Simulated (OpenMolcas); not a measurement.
# P²⁺: CASSCF and CASPT2 terms and fine-structure levels, part 2 of 2

Which level of P²⁺ lies lowest, and where do the others fall? The reference wave functions come first, then spin-orbit coupling, then second-order correlation under several settings.

OpenMolcas 26.06; ANO-R1, X2C, active space 3 electrons in 4 orbitals (3s 3p), orbitals: per spin and parity.

**8. CASPT2: IPEA 0.25, imaginary shift 0.1 (closed shells correlated: 2s 2p)**

File a.inp:

```
>>> COPY JOB001 $Project.JobIph
&CASPT2
Multistate=1 1
Frozen=1 0
IPEA=0.25
Imaginary=0.1
MaxIter=60
WThr=0.0 0.3 0.05
PrWF=0.5
NoMix
>>> COPY JOB002 $Project.JobIph
&CASPT2
Multistate=11 1 2 3 4 5 6 7 8 9 10 11
Frozen=1 0
IPEA=0.25
Imaginary=0.1
MaxIter=60
WThr=0.0 0.3 0.05
PrWF=0.5
NoMix
>>> COPY JOB003 $Project.JobIph
&CASPT2
Multistate=3 1 2 3
Frozen=1 0
IPEA=0.25
Imaginary=0.1
MaxIter=60
WThr=0.0 0.3 0.05
PrWF=0.5
NoMix
>>> COPY JOB004 $Project.JobIph
&CASPT2
Multistate=9 1 2 3 4 5 6 7 8 9
Frozen=1 0
IPEA=0.25
Imaginary=0.1
MaxIter=60
WThr=0.0 0.3 0.05
PrWF=0.5
NoMix
```

The log of the run:

```text
Orbital specifications:
      -----------------------

      Symmetry species                           1   2
                                                ag  au
      Frozen orbitals                            1   0
      Inactive orbitals                          1   3
      Active orbitals                            1   3
      Secondary orbitals                         6   3
      Deleted orbitals                           0   0
      Number of basis functions                  9   9
Type of calculation                        SS-CASPT2
      Fock operator                              state-specific
      IPEA shift                                 0.25
      Real shift                                 0.00
      Imaginary shift                            0.10
      The input orbitals will be transformed to quasi-canonical
Reference energy:        -339.7708187235
      E2 (Non-variational):      -0.0298315976
      Shift correction:          -0.0000787171
      E2 (Variational):          -0.0299103147
      Total energy:            -339.8007290382
      Residual norm:              0.0000000869
      Reference weight:           0.98692
      Contributions to the CASPT2 correlation energy
      Active & Virtual Only:         -0.0193367185
      One Inactive Excited:          -0.0036386531
      Two Inactive Excited:          -0.0068562260
::    CASPT2 Root  1     Total energy:   -339.80072904
Orbital specifications:
      -----------------------

      Symmetry species                           1   2
                                                ag  au
      Frozen orbitals                            1   0
      Inactive orbitals                          1   3
      Active orbitals                            1   3
      Secondary orbitals                         6   3
      Deleted orbitals                           0   0
      Number of basis functions                  9   9
Type of calculation                        MS-CASPT2
      Fock operator                              state-specific
      IPEA shift                                 0.25
      Real shift                                 0.00
      Imaginary shift                            0.10
      The input orbitals will be transformed to quasi-canonical
Reference energy:        -340.4789100814
      E2 (Non-variational):      -0.0334039235
      Shift correction:          -0.0000808377
      E2 (Variational):          -0.0334847612
      Total energy:            -340.5123948426
      Residual norm:              0.0000001088
      Reference weight:           0.98592
      Contributions to the CASPT2 correlation energy
      Active & Virtual Only:         -0.0229216789
      One Inactive Excited:          -0.0027306431
      Two Inactive Excited:          -0.0077516015
Reference energy:        -340.4789100814
      E2 (Non-variational):      -0.0334039199
      Shift correction:          -0.0000808376
      E2 (Variational):          -0.0334847575
      Total energy:            -340.5123948389
      Residual norm:              0.0000001088
      Reference weight:           0.98592
      Contributions to the CASPT2 correlation energy
      Active & Virtual Only:         -0.0229216753
      One Inactive Excited:          -0.0027306431
      Two Inactive Excited:          -0.0077516015
::    CASPT2 Root  1     Total energy:   -340.51239484
::    CASPT2 Root  2     Total energy:   -340.51239484
::    CASPT2 Root  3     Total energy:   -340.51239484
::    CASPT2 Root  4     Total energy:   -339.78436183
::    CASPT2 Root  5     Total energy:   -339.78421805
::    CASPT2 Root  6     Total energy:   -339.78349687
::    CASPT2 Root  7     Total energy:   -339.78400696
::    CASPT2 Root  8     Total energy:   -339.78615618
::    CASPT2 Root  9     Total energy:   -339.69551767
::    CASPT2 Root 10     Total energy:   -339.69551772
::    CASPT2 Root 11     Total energy:   -339.69551769
::    MS-CASPT2 Root  1     Total energy:   -340.51252761
::    MS-CASPT2 Root  2     Total energy:   -340.51252758
::    MS-CASPT2 Root  3     Total energy:   -340.51252758
::    MS-CASPT2 Root  4     Total energy:   -339.78804036
::    MS-CASPT2 Root  5     Total energy:   -339.78472140
::    MS-CASPT2 Root  6     Total energy:   -339.78370643
::    MS-CASPT2 Root  7     Total energy:   -339.78303890
::    MS-CASPT2 Root  8     Total energy:   -339.78276628
::    MS-CASPT2 Root  9     Total energy:   -339.69538102
::    MS-CASPT2 Root 10     Total energy:   -339.69538045
::    MS-CASPT2 Root 11     Total energy:   -339.69535987
Orbital specifications:
      -----------------------

      Symmetry species                           1   2
                                                ag  au
      Frozen orbitals                            1   0
      Inactive orbitals                          1   3
      Active orbitals                            1   3
      Secondary orbitals                         6   3
      Deleted orbitals                           0   0
      Number of basis functions                  9   9
Type of calculation                        MS-CASPT2
      Fock operator                              state-specific
      IPEA shift                                 0.25
      Real shift                                 0.00
      Imaginary shift                            0.10
      The input orbitals will be transformed to quasi-canonical
Reference energy:        -340.2492975174
      E2 (Non-variational):      -0.0209737601
      Shift correction:          -0.0000542529
      E2 (Variational):          -0.0210280131
      Total energy:            -340.2703255304
      Residual norm:              0.0000002385
      Reference weight:           0.99152
      Contributions to the CASPT2 correlation energy
      Active & Virtual Only:         -0.0112909258
      One Inactive Excited:          -0.0025099947
      Two Inactive Excited:          -0.0071728396
Reference energy:        -340.2492975174
      E2 (Non-variational):      -0.0209737601
      Shift correction:          -0.0000542529
      E2 (Variational):          -0.0210280131
      Total energy:            -340.2703255304
      Residual norm:              0.0000002385
      Reference weight:           0.99152
      Contributions to the CASPT2 correlation energy
      Active & Virtual Only:         -0.0112909258
      One Inactive Excited:          -0.0025099947
      Two Inactive Excited:          -0.0071728396
::    CASPT2 Root  1     Total energy:   -340.27032553
::    CASPT2 Root  2     Total energy:   -340.27032553
::    CASPT2 Root  3     Total energy:   -340.27032553
::    MS-CASPT2 Root  1     Total energy:   -340.27032553
::    MS-CASPT2 Root  2     Total energy:   -340.27032553
::    MS-CASPT2 Root  3     Total energy:   -340.27032553
Orbital specifications:
      -----------------------

      Symmetry species                           1   2
                                                ag  au
      Frozen orbitals                            1   0
      Inactive orbitals                          1   3
      Active orbitals                            1   3
      Secondary orbitals                         6   3
      Deleted orbitals                           0   0
      Number of basis functions                  9   9
Type of calculation                        MS-CASPT2
      Fock operator                              state-specific
      IPEA shift                                 0.25
      Real shift                                 0.00
      Imaginary shift                            0.10
      The input orbitals will be transformed to quasi-canonical
Reference energy:        -340.0879213186
      E2 (Non-variational):      -0.0654327284
      Shift correction:          -0.0014595762
      E2 (Variational):          -0.0668923046
      Total energy:            -340.1548136232
      Residual norm:              0.0000001167
      Reference weight:           0.92753
      Contributions to the CASPT2 correlation energy
      Active & Virtual Only:         -0.0548330346
      One Inactive Excited:          -0.0031040985
      Two Inactive Excited:          -0.0074955953
Reference energy:        -340.0879213186
      E2 (Non-variational):      -0.0654291659
      Shift correction:          -0.0014594898
      E2 (Variational):          -0.0668886557
      Total energy:            -340.1548099743
      Residual norm:              0.0000001241
      Reference weight:           0.92754
      Contributions to the CASPT2 correlation energy
      Active & Virtual Only:         -0.0548295291
      One Inactive Excited:          -0.0031041871
      Two Inactive Excited:          -0.0074954497
::    CASPT2 Root  1     Total energy:   -340.15481362
::    CASPT2 Root  2     Total energy:   -340.15480997
::    CASPT2 Root  3     Total energy:   -340.15481157
::    CASPT2 Root  4     Total energy:   -340.15481537
::    CASPT2 Root  5     Total energy:   -340.15482774
::    CASPT2 Root  6     Total energy:   -340.05396675
::    CASPT2 Root  7     Total energy:   -339.99543408
::    CASPT2 Root  8     Total energy:   -339.99543408
::    CASPT2 Root  9     Total energy:   -339.99543408
::    MS-CASPT2 Root  1     Total energy:   -340.15483062
::    MS-CASPT2 Root  2     Total energy:   -340.15482936
::    MS-CASPT2 Root  3     Total energy:   -340.15482484
::    MS-CASPT2 Root  4     Total energy:   -340.15480370
::    MS-CASPT2 Root  5     Total energy:   -340.15478994
::    MS-CASPT2 Root  6     Total energy:   -340.05396658
::    MS-CASPT2 Root  7     Total energy:   -339.99543408
::    MS-CASPT2 Root  8     Total energy:   -339.99543408
::    MS-CASPT2 Root  9     Total energy:   -339.99543408
```

Time for this run: 2.4 s (1 thread, shared host).

SS-CASPT2: lowest energy less the reference's lowest, -0.0335 hartree; reference weights 0.886 to 0.992, a spread that points to intruder states, a small active space or orbitals unfit for some roots. These are the single-state energies of the run (the lines without MS-).

Levels with spin-orbit coupling, from the RASSI matrix with the averaged CASPT2 term energies on its diagonal:

```json
{"Configuration": "3s² 3p", "Term": "²P°", "J": "1/2", "E (cm⁻¹)": "0.0", "Leading %": "100"}
{"Configuration": "3s² 3p", "Term": "²P°", "J": "3/2", "E (cm⁻¹)": "549", "Leading %": "100"}
{"Configuration": "3s 3p²", "Term": "⁴P", "J": "1/2", "E (cm⁻¹)": "53160", "Leading %": "100"}
{"Configuration": "3s 3p²", "Term": "⁴P", "J": "3/2", "E (cm⁻¹)": "53360", "Leading %": "100"}
{"Configuration": "3s 3p²", "Term": "⁴P", "J": "5/2", "E (cm⁻¹)": "53690", "Leading %": "100"}
{"Configuration": "3s 3p²", "Term": "²D", "J": "3/2", "E (cm⁻¹)": "78840", "Leading %": "100"}
{"Configuration": "3s 3p²", "Term": "²D", "J": "5/2", "E (cm⁻¹)": "78850", "Leading %": "100"}
{"Configuration": "3s 3p²", "Term": "²S", "J": "1/2", "E (cm⁻¹)": "100980", "Leading %": "100"}
{"Configuration": "3s 3p²", "Term": "²P", "J": "1/2", "E (cm⁻¹)": "113590", "Leading %": "100"}
{"Configuration": "3s 3p²", "Term": "²P", "J": "3/2", "E (cm⁻¹)": "113950", "Leading %": "100"}
{"Configuration": "3p³", "Term": "⁴S°", "J": "3/2", "E (cm⁻¹)": "156550", "Leading %": "100"}
{"Configuration": "3p³", "Term": "²D°", "J": "3/2", "E (cm⁻¹)": "160120", "Leading %": "100"}
{"Configuration": "3p³", "Term": "²D°", "J": "5/2", "E (cm⁻¹)": "160130", "Leading %": "100"}
{"Configuration": "3p³", "Term": "²P°", "J": "1/2", "E (cm⁻¹)": "179640", "Leading %": "100"}
{"Configuration": "3p³", "Term": "²P°", "J": "3/2", "E (cm⁻¹)": "179670", "Leading %": "100"}
```

**9. CASPT2: IPEA 0, imaginary shift 0.1 (closed shells correlated: 2s 2p), extended multistate**

File a.inp:

```
>>> COPY JOB001 $Project.JobIph
&CASPT2
Multistate=1 1
Frozen=1 0
IPEA=0.0
Imaginary=0.1
MaxIter=60
WThr=0.0 0.3 0.05
PrWF=0.5
NoMix
>>> COPY JOB002 $Project.JobIph
&CASPT2
XMultistate=11 1 2 3 4 5 6 7 8 9 10 11
Frozen=1 0
IPEA=0.0
Imaginary=0.1
MaxIter=60
WThr=0.0 0.3 0.05
PrWF=0.5
NoMix
>>> COPY JOB003 $Project.JobIph
&CASPT2
XMultistate=3 1 2 3
Frozen=1 0
IPEA=0.0
Imaginary=0.1
MaxIter=60
WThr=0.0 0.3 0.05
PrWF=0.5
NoMix
>>> COPY JOB004 $Project.JobIph
&CASPT2
XMultistate=9 1 2 3 4 5 6 7 8 9
Frozen=1 0
IPEA=0.0
Imaginary=0.1
MaxIter=60
WThr=0.0 0.3 0.05
PrWF=0.5
NoMix
```

The log of the run, shortened:

```text
[...]
      Active orbitals                            1   3
[...]
      E2 (Variational):          -0.0336873633
      Total energy:            -339.8045060868
[...]
::    CASPT2 Root  1     Total energy:   -339.80450609
[...]
::    XMS-CASPT2 Root  1     Total energy:   -340.52613350
[...]
::    XMS-CASPT2 Root  6     Total energy:   -340.06351653
::    XMS-CASPT2 Root  7     Total energy:   -340.01943374
::    XMS-CASPT2 Root  8     Total energy:   -340.01732104
::    XMS-CASPT2 Root  9     Total energy:   -340.01491471
```

This run took 2.2 s in all on 1 thread, shared host.

What is wrong: The equations converged, but the reference weight falls to 0.73 for one root against 0.99 for the best: an intruder state spoils these energies, so they are left out of the comparison.

**10. Levels by method**

A. CASSCF
B. SS-CASPT2, IPEA 0.25, imaginary shift 0.1 (closed shells correlated: 2s 2p)

Energies in cm⁻¹ above each method's lowest level; measured values from Martin, Zalubas and Musgrove, J. Phys. Chem. Ref. Data 14, 751 (1985).

```
         level       A       B  measured
3s² 3p ²P°_1/2     0.0     0.0       0.0
3s² 3p ²P°_3/2     549     549       559
 3s 3p² ⁴P_1/2   50422   53160     56922
 3s 3p² ⁴P_3/2   50626   53360     57126
 3s 3p² ⁴P_5/2   50958   53690     57454
 3s 3p² ²D_3/2   86177   78840          
 3s 3p² ²D_5/2   86180   78850          
 3s 3p² ²S_1/2  104066  100980    100200
 3s 3p² ²P_1/2  119926  113590    109037
 3s 3p² ²P_3/2  120286  113950    109413
   3p³ ⁴S°_3/2  155770  156550    159715
   3p³ ²D°_3/2  173940  160120          
   3p³ ²D°_5/2  173950  160130          
   3p³ ²P°_1/2  191731  179640    170171
   3p³ ²P°_3/2  191762  179670
```

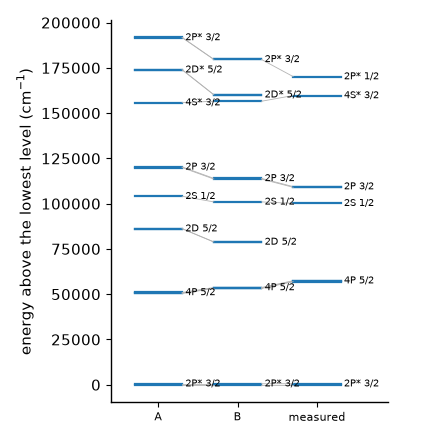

The same levels, method by method, beside the measured ones.

Mean absolute deviation from the 9 measured excited levels that all methods hold: A 7800 cm⁻¹, B 3800 cm⁻¹.

**11. Summary of results**

What follows sums up all 2 parts.

| quantity | value |
| --- | --- |
| method | SS-CASPT2, IPEA 0.25, imaginary shift 0.1 (closed shells correlated: 2s 2p) |
| lowest level | 3s² 3p ²P°_1/2, 100 % of that term, g = 0.666 |
| ground level listed by NIST | 2P°1/2 |
| first excited level | 3s² 3p ²P°_3/2 at 549 cm⁻¹ |
| lowest level of another term | 3s 3p² ⁴P_1/2 at 53160 cm⁻¹ |
| spin-orbit lowering of the lowest level | 366 cm⁻¹ |
| strongest of the lines computed, by gA, at CASSCF energies | 3s 3p² ²P_3/2 → 3s² 3p ²P°_3/2, 83.52 nm, A = 7.70e+09 s⁻¹ |

What each method costs and misses:

```
                                              method  time of its own steps  time with the reference  mean absolute difference from the measured levels (cm-1)
                                           A. CASSCF                   13 s                     13 s                                                      7800
B. SS-CASPT2, IPEA 0.25, imaginary shift 0.1, +2s 2p                  2.4 s                     15 s                                                      3800
```

Times are of one thread on a shared host.

**Reading.** The multiplet ²P° is regular. Method B lies closest to the measured levels (3800 cm⁻¹ on average) and A farthest (7800). Only the configurations of the active space and the roots asked for are present. CASPT2 does not keep the components of a term degenerate, and the means are used. Reference weights range from 0.89 to 0.99, which points to intruder states or a small active space for some roots. No d shell is active. Only valence configurations of the active space appear, up to the ionisation limit; * or ° marks odd parity.
